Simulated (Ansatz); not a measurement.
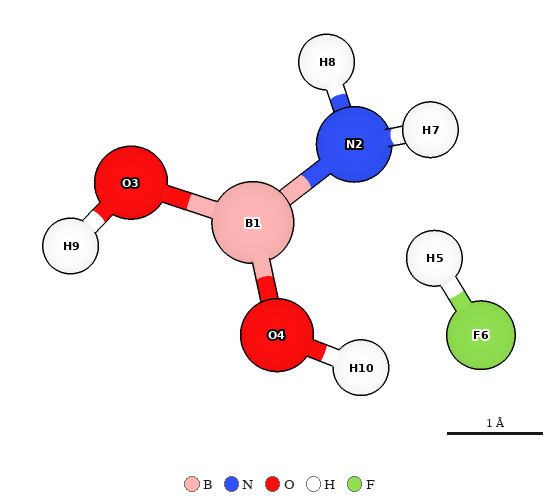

Figure 1. The input geometry (ball-and-stick view, seen at a tilt; atoms are numbered from 1 in the order of the input).

BNH₅O₂F: nudged elastic band

The run: nudged elastic band of BNH₅O₂F. Method and program: RKS PBE0-D4/def2-SVP (Ansatz 0.2.0).

Figures and captions count atoms from 1; the log counts them from 0 in places.

**Output**
```
Functional definition: PBE0
  name "PBE0"
  cite "Adamo & Barone, J. Chem. Phys. 110, 6158 (1999) doi:10.1063/1.478522"
  cite "Perdew, Burke & Ernzerhof, Phys. Rev. Lett. 77, 3865 (1996) doi:10.1103/PhysRevLett.77.3865"
  parent pbe
  parameter a = 0.25
  parameter kappa = 0.804
  parameter beta = 0.06672455060314922
  exchange = (1 - a)*pbe_x(kappa = kappa, mu = beta*pi^2/3) + a*exact_x
  correlation = pbe_c(beta = beta)
1017 factors; integrals over basis functions are off by at most 4.6e-4 eV
mean field evaluation 1: about -9037.6156 eV, gradient 7.2e1 eV
mean field evaluation 2: about -9033.0278 eV, gradient 8.8e1 eV
mean field evaluation 4: about -9046.5767 eV, gradient 2.3e0 eV
mean field evaluation 8: about -9046.6349 eV, gradient 1.5e-1 eV
mean field evaluation 16: about -9046.6349 eV, gradient 5.2e-5 eV
mean field -9046.63489487 eV, -332.4577003570 hartree, gradient 5.2e-5 eV, S^2 0.000000; 0 other end points of the search recorded, 0 dependent functions left out
the calculation of the forces begins
reference -9046.63491631 eV, -332.4577011449 hartree; 21, 21 occupied and 74, 74 virtual orbitals, 1017 factors
1017 factors; integrals over basis functions are off by at most 1.2e-3 eV
mean field evaluation 32: about -9047.2150 eV, gradient 7.1e-6 eV
mean field -9047.21504274 eV, -332.4790203980 hartree, gradient 7.1e-6 eV, S^2 0.000000; 0 other end points of the search recorded, 0 dependent functions left out
[... from here on the field's lines of each further geometry are left out, up to the last ...]
WARN: NEB end point (image 0): max|allowed force component| = 2.301e-1 eV/Å (the criterion of neb.relax_end_points is 1.000e-2). That is over neb.f_tol: it is no minimum, so the barrier can be far off. Relax it first
WARN: NEB end point (image 6): max|allowed force component| = 2.356e-1 eV/Å (the criterion of neb.relax_end_points is 1.000e-2). That is over neb.f_tol: it is no minimum, so the barrier can be far off. Relax it first
NEB iter   1: max|band force component| = 4.600e0 eV/Å  barrier→ = 2.6953 eV  barrier← = 3.2818 eV  Δτ_max = 0.2000 Å  (183 SCF iters)
NEB iter   2: max|band force component| = 2.445e0 eV/Å  barrier→ = 1.3395 eV  barrier← = 1.9260 eV  Δτ_max = 0.2000 Å  (142 SCF iters)
NEB iter   3: max|band force component| = 5.235e0 eV/Å  barrier→ = 1.1715 eV  barrier← = 1.7580 eV  Δτ_max = 0.1003 Å  (159 SCF iters)
NEB iter   4: max|band force component| = 9.439e-1 eV/Å  barrier→ = 0.9071 eV  barrier← = 1.4936 eV  Δτ_max = 0.1379 Å  (141 SCF iters)
NEB iter   5: max|band force component| = 7.445e-1 eV/Å  barrier→ = 0.8093 eV  barrier← = 1.3957 eV  Δτ_max = 0.1990 Å  (143 SCF iters)
NEB iter   6: max|band force component| = 7.777e-1 eV/Å  barrier→ = 0.6893 eV  barrier← = 1.2758 eV  Δτ_max = 0.0715 Å  (140 SCF iters)
NEB iter   7: max|band force component| = 5.195e-1 eV/Å  barrier→ = 0.6467 eV  barrier← = 1.2332 eV  CI = image 3  Δτ_max = 0.1003 Å  (146 SCF iters)
NEB iter   8: max|band force component| = 4.520e-1 eV/Å  barrier→ = 0.6577 eV  barrier← = 1.2442 eV  CI = image 3  Δτ_max = 0.0830 Å  (147 SCF iters)
NEB iter   9: max|band force component| = 2.788e-1 eV/Å  barrier→ = 0.6442 eV  barrier← = 1.2307 eV  CI = image 3  Δτ_max = 0.0531 Å  (147 SCF iters)
NEB iter  10: max|band force component| = 1.279e-1 eV/Å  barrier→ = 0.6415 eV  barrier← = 1.2280 eV  CI = image 3  Δτ_max = 0.0368 Å  (140 SCF iters)
NEB iter  11: max|band force component| = 9.591e-2 eV/Å  barrier→ = 0.6398 eV  barrier← = 1.2263 eV  CI = image 3  Δτ_max = 0.0504 Å  (143 SCF iters)
NEB iter  12: max|band force component| = 5.291e-2 eV/Å  barrier→ = 0.6386 eV  barrier← = 1.2250 eV  CI = image 3  Δτ_max = 0.0288 Å  (143 SCF iters)
the calculation of the forces begins
reference -9047.21676560 eV, -332.4790837120 hartree; 21, 21 occupied and 74, 74 virtual orbitals, 1017 factors
these checks for a lower state are left out or cut short: stability, starts, cluster_reference, orbital_swaps, neighbouring_geometries, increment
1017 factors; integrals over basis functions are off by at most 1.2e-3 eV
mean field -9047.21641981 eV, -332.4790710046 hartree, gradient 1.8e-6 eV, S^2 0.000000; 0 other end points of the search recorded, 0 dependent functions left out
the calculation of the forces begins
reference -9047.21644179 eV, -332.4790718123 hartree; 21, 21 occupied and 74, 74 virtual orbitals, 1017 factors
NEB iter  13: max|band force component| = 4.849e-2 eV/Å  barrier→ = 0.6378 eV  barrier← = 1.2243 eV  CI = image 3  CI's point: of a kind that is not told: the force calls were inconclusive, a negative curvature could not be distinguished from the path's own, the only one lies far off the path, or fixed occupations may fill a level only in part  Δτ_max = 0.0000 Å  (969 SCF iters)
```

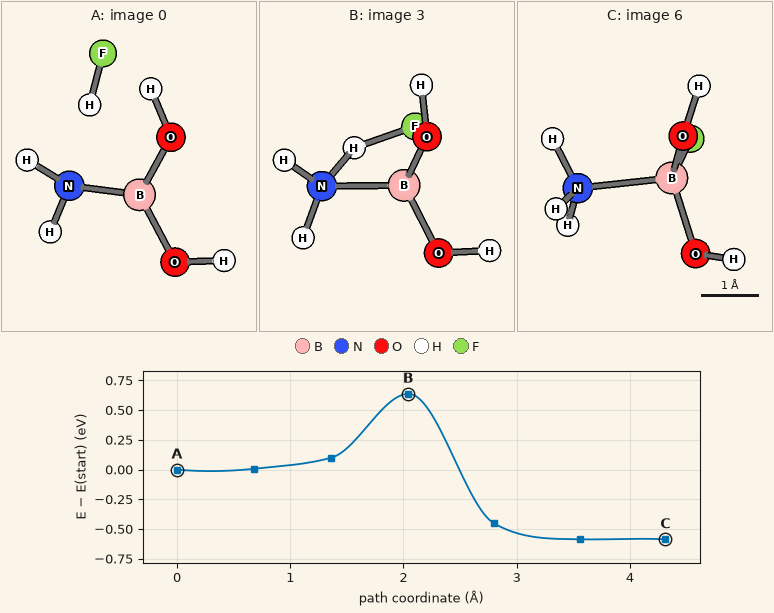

Figure 2. Images of the last band (counted from 0; ball-and-stick, seen at a tilt) above the energy along the path; the line is a cubic interpolation that uses the forces. The highest image is number 3, 0.638 eV above the start and 1.224 eV above the end (the climbing image); the end lies 0.586 eV below the start. The path is 4.31 Å long. The band converged in 13 iterations. The end points carry forces over 0.1 eV/Å, so they aren't fully relaxed minima and the barriers are approximate.

```
Total energy: -9046.11374588 eV, -332.4385484851 hartree
Atom 0 at    -0.356296     0.164452    -0.165239 Å, force     0.034118     0.001358    -0.027849 eV/Å
Atom 1 at     1.141535    -0.195362    -0.227043 Å, force     0.016045     0.015309     0.009705 eV/Å
Atom 2 at    -1.057266    -0.343697    -1.220925 Å, force    -0.009917     0.006806     0.024782 eV/Å
Atom 3 at    -0.781257     1.301940     0.484271 Å, force    -0.021888     0.012648     0.013771 eV/Å
Atom 4 at     0.717368    -0.924722     0.707009 Å, force    -0.006529     0.001753     0.001045 eV/Å
Atom 5 at    -0.308023    -1.082776     1.238335 Å, force    -0.002063    -0.006715    -0.009781 eV/Å
Atom 6 at     1.786513     0.555839     0.001615 Å, force    -0.008561    -0.006613    -0.002107 eV/Å
Atom 7 at     1.417355    -0.656639    -1.090312 Å, force    -0.007916    -0.009642     0.005376 eV/Å
Atom 8 at    -1.985771    -0.101348    -1.150014 Å, force    -0.005178    -0.011014    -0.011548 eV/Å
Atom 9 at    -0.574255     1.282411     1.422405 Å, force     0.011888    -0.003890    -0.003394 eV/Å
Dipole moment:     0.495065     0.217040    -0.081440 e Å
```

**The last band as extended XYZ (Å, eV, eV/Å)**
```
10
Properties=species:S:1:pos:R:3:forces:R:3 image=0 energy=-9046.75152
B    -0.3766    0.2618   -0.5447   -0.1759   0.0503   0.0513
N     0.9545   -0.2269   -0.2374   -0.1959  -0.0598   0.1257
O    -0.9305   -0.0995   -1.7340    0.1688  -0.0393   0.0520
O    -1.0839    1.0200    0.3407   -0.0098  -0.0206  -0.1839
H     0.6449   -0.8822    1.3089   -0.0201  -0.0185   0.1114
F     0.3792   -0.8894    2.2280   -0.0352   0.1283  -0.2301
H     1.6048    0.4378    0.1575    0.1377   0.1652   0.1290
H     1.4006   -0.7667   -0.9642    0.1247  -0.1411  -0.2152
H    -1.8534    0.1599   -1.7930   -0.1106   0.0470   0.0341
H    -0.7397    0.9854    1.2382    0.1163  -0.1115   0.1258
10
Properties=species:S:1:pos:R:3:forces:R:3 image=1 energy=-9046.74460
B    -0.3356    0.2914   -0.4908   -0.0062  -0.0036  -0.0120
N     1.0331   -0.1506   -0.2914   -0.0028  -0.0066   0.0003
O    -1.0126   -0.2136   -1.5552   -0.0026   0.0249  -0.0228
O    -0.9490    1.1294    0.3905   -0.0145  -0.0150   0.0027
H     0.5663   -0.9127    1.1465    0.0117   0.0043   0.0139
F     0.0824   -1.0041    1.9660    0.0347   0.0352   0.0524
H     1.6955    0.5237    0.0786   -0.0097  -0.0119   0.0012
H     1.4476   -0.6988   -1.0379   -0.0096  -0.0077  -0.0079
H    -1.9514   -0.0109   -1.4828   -0.0001   0.0225  -0.0351
H    -0.5764    1.0462    1.2765   -0.0011  -0.0421   0.0073
10
Properties=species:S:1:pos:R:3:forces:R:3 image=2 energy=-9046.65151
B    -0.3102    0.3072   -0.4021    0.0323   0.0307  -0.0916
N     1.0825   -0.1015   -0.2977   -0.0274   0.0779  -0.0585
O    -1.0595   -0.3165   -1.3479   -0.0052   0.0742  -0.0424
O    -0.8687    1.2542    0.4052   -0.0711   0.0039  -0.0247
H     0.5410   -0.9998    0.9803   -0.1120  -0.0534   0.1365
F    -0.1151   -1.2391    1.6394    0.1210  -0.1132   0.1747
H     1.7669    0.5807    0.0093   -0.0029  -0.0008   0.0059
H     1.4388   -0.6689   -1.0600   -0.0043   0.0101  -0.0125
H    -1.9927   -0.1227   -1.2103   -0.0124   0.0047  -0.0442
H    -0.4831    1.3064    1.2840    0.0820  -0.0340  -0.0433
10
Properties=species:S:1:pos:R:3:forces:R:3 image=3 energy=-9046.11372
B    -0.3563    0.1645   -0.1652    0.0341   0.0014  -0.0278
N     1.1415   -0.1954   -0.2270    0.0160   0.0153   0.0097
O    -1.0573   -0.3437   -1.2209   -0.0099   0.0068   0.0248
O    -0.7813    1.3019    0.4843   -0.0219   0.0126   0.0138
H     0.7174   -0.9247    0.7070   -0.0065   0.0018   0.0010
F    -0.3080   -1.0828    1.2383   -0.0021  -0.0067  -0.0098
H     1.7865    0.5558    0.0016   -0.0086  -0.0066  -0.0021
H     1.4174   -0.6566   -1.0903   -0.0079  -0.0096   0.0054
H    -1.9858   -0.1013   -1.1500   -0.0052  -0.0110  -0.0115
H    -0.5743    1.2824    1.4224    0.0119  -0.0039  -0.0034
10
Properties=species:S:1:pos:R:3:forces:R:3 image=4 energy=-9047.20344
B    -0.4779    0.0028    0.0484   -0.1032  -0.1535   0.1939
N     1.1619   -0.2321   -0.1928    0.0396  -0.0549   0.0121
O    -1.0429   -0.3291   -1.1952    0.0073  -0.0007   0.0479
O    -0.7232    1.3036    0.5351    0.0690   0.0153   0.0011
H     1.2615   -0.9602    0.5166    0.5282  -0.0242  -0.1443
F    -0.6211   -0.9777    1.0848   -0.3554   0.1454  -0.0887
H     1.7353    0.5813    0.0223   -0.0414  -0.0055  -0.0015
H     1.3822   -0.5922   -1.1199   -0.0467  -0.0043  -0.0077
H    -1.9695   -0.0743   -1.1947    0.0077   0.0140  -0.0383
H    -0.7064    1.2780    1.4955   -0.1051   0.0684   0.0255
10
Properties=species:S:1:pos:R:3:forces:R:3 image=5 energy=-9047.33768
B    -0.4912   -0.0755    0.1022   -0.0112  -0.0023   0.0022
N     1.1734   -0.2391   -0.1709    0.0014  -0.0045  -0.0001
O    -0.9946   -0.2786   -1.2022    0.0028   0.0000  -0.0017
O    -0.7033    1.2132    0.6524    0.0041  -0.0016   0.0013
H     1.6299   -0.7149    0.6063    0.0109   0.0076   0.0039
F    -0.7353   -1.1022    1.0230   -0.0010  -0.0016  -0.0010
H     1.5803    0.6879   -0.2884   -0.0040   0.0027  -0.0087
H     1.3103   -0.7771   -1.0268   -0.0027  -0.0063   0.0030
H    -1.8491    0.1528   -1.2802    0.0037   0.0083  -0.0008
H    -0.9205    1.1335    1.5848   -0.0040  -0.0023   0.0019
10
Properties=species:S:1:pos:R:3:forces:R:3 image=6 energy=-9047.33799
B    -0.5002   -0.1364    0.1005   -0.2072   0.1191  -0.0510
N     1.1738   -0.1763   -0.1765   -0.2356  -0.0009   0.0806
O    -1.0049   -0.2391   -1.2175    0.2225  -0.0981   0.0667
O    -0.7807    1.0868    0.7653    0.1021  -0.0486  -0.2167
H     1.6945   -0.2753    0.6879    0.1371  -0.0220   0.1973
F    -0.6732   -1.2636    0.9066    0.0170   0.0455  -0.0071
H     1.4472    0.6852   -0.6361    0.0648   0.1985  -0.1111
H     1.3900   -0.9566   -0.7885    0.0433  -0.1798  -0.1462
H    -1.7562    0.3439   -1.3286   -0.1099   0.0748   0.0800
H    -0.9905    0.9316    1.6870   -0.0343  -0.0885   0.1075
```

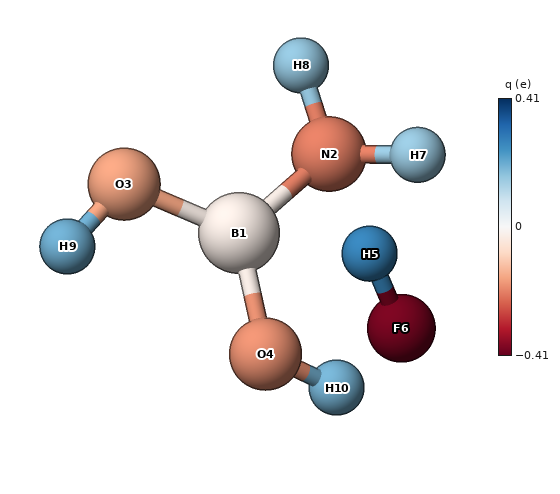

Figure 3. Mulliken charges, as the colour of each atom (ball-and-stick view, seen at a tilt; atoms are numbered from 1 in the order of the input). By element: B −0.03, N −0.21, O −0.19 to −0.16, H +0.15 to +0.27 and F −0.39 e.

This output came from the following input.

**Input file**
```yaml
crystal:
  periodic: [false, false, false]
  atoms:
    - {symbol: B, position_ang: [-0.376645, 0.261831, -0.544664]}
    - {symbol: N, position_ang: [0.954531, -0.226949, -0.237364]}
    - {symbol: O, position_ang: [-0.930503, -0.099530, -1.734026]}
    - {symbol: O, position_ang: [-1.083909, 1.019969, 0.340656]}
    - {symbol: H, position_ang: [0.644945, -0.882171, 1.308860]}
    - {symbol: F, position_ang: [0.379184, -0.889404, 2.227983]}
    - {symbol: H, position_ang: [1.604760, 0.437764, 0.157547]}
    - {symbol: H, position_ang: [1.400621, -0.766661, -0.964187]}
    - {symbol: H, position_ang: [-1.853428, 0.159865, -1.792950]}
    - {symbol: H, position_ang: [-0.739656, 0.985385, 1.238246]}
basis:
  gaussian: {orbitals: def2-SVP}
hamiltonian: {xc: pbe0, dispersion: d4}
neb:
  images: 5
  climbing: true
  max_iterations: 40
  initial_path: idpp
  final_atoms:
    - {symbol: B, position_ang: [-0.513565, -0.095885, 0.076938]}
    - {symbol: N, position_ang: [1.172165, -0.253943, -0.040994]}
    - {symbol: O, position_ang: [-0.916484, -0.396741, -1.245703]}
    - {symbol: O, position_ang: [-0.775875, 1.232573, 0.505037]}
    - {symbol: H, position_ang: [1.615589, -0.228659, 0.870515]}
    - {symbol: F, position_ang: [-0.814659, -1.063008, 1.038363]}
    - {symbol: H, position_ang: [1.530207, 0.505454, -0.609574]}
    - {symbol: H, position_ang: [1.391522, -1.134541, -0.495385]}
    - {symbol: H, position_ang: [-1.621929, 0.191154, -1.516684]}
    - {symbol: H, position_ang: [-1.067070, 1.243696, 1.417587]}
```

Run as:
```bash
ansatz run in.yaml --threads 4 --pin off --events-out ev --progress --plain --max-ram 9574MiB
```

**Results in brief**

```csv
quantity,value
outcome,converged
"barrier, forward",0.638 eV
"barrier, backward",1.224 eV
dipole moment (one image of the band),2.63 D
hardware,"4 threads of Arm Neoverse V1, 23 GiB of memory available, shared host"
wall time,1.7 min (CPU time 6.3 min)
peak memory,0.45 GiB
```
